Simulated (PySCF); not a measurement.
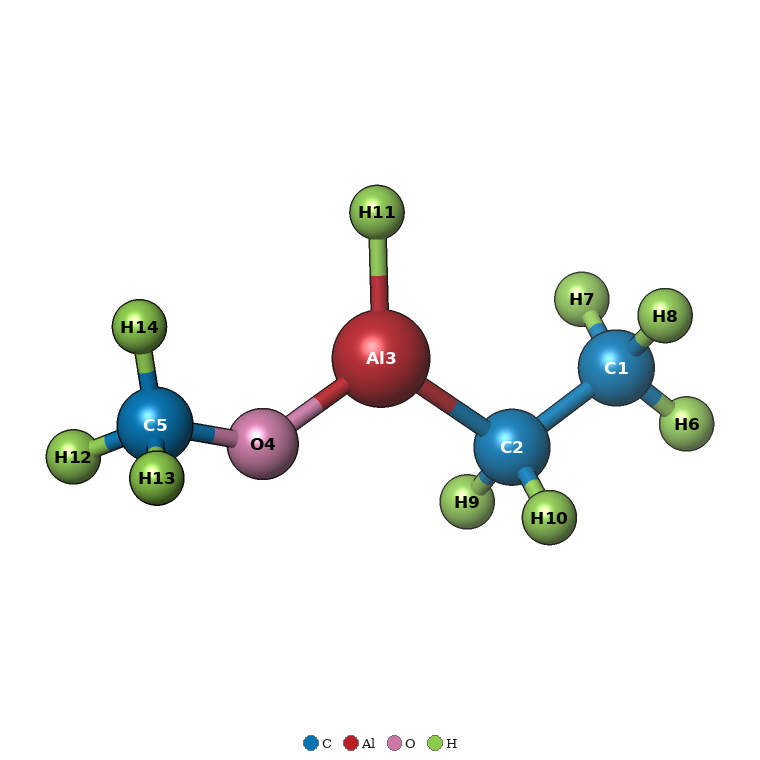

Computed geometry: PBE0-D3(BJ)/def2-SVP optimisation. No frequency run is at hand to confirm it as a minimum. Electric field gradients from the ground-state density, B3LYP/6-31G* (PySCF 2.14.0), non-relativistic apart from any core potentials.

Give the largest field-gradient component, the quadrupole coupling constant and the asymmetry for 27Al at Al3 (Q = 146.6 mb), 17O at O4 (Q = −25.6 mb).

```csv
atom,V_zz (a.u.),e²qQ/h (MHz),η
Al3,0.915,31.5,0.36
O4,1.504,−9.05,0.17
```
